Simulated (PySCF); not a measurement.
Be(F)(Et), SMILES C[CH2][Be][F] at its PBE0/def2-SVP optimised geometry (Å):

```
9

Be    -1.0345     0.2156     0.0000
F     -2.4239     0.2117    -0.0080
C      0.6401     0.2156     0.0000
C      1.3244     0.7193     1.2753
H      0.9763     0.8145    -0.8685
H      0.9775    -0.8145    -0.2258
H      1.0590     0.1074     2.1526
H      1.0388     1.7568     1.5133
H      2.4239     0.7013     1.1941
```

Level of theory: PBE0/def2-TZVP (PySCF). Cells within 0.4 Å of a nucleus heavier than hydrogen are left out (blank, or x).

Map of the electron localisation function on the plane z = 0.0 Å:

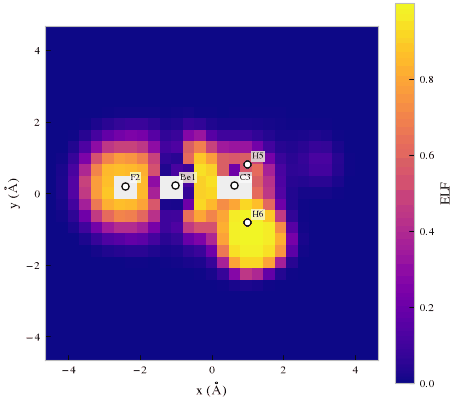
*Electron localisation function on the plane z = 0.0 Å.*
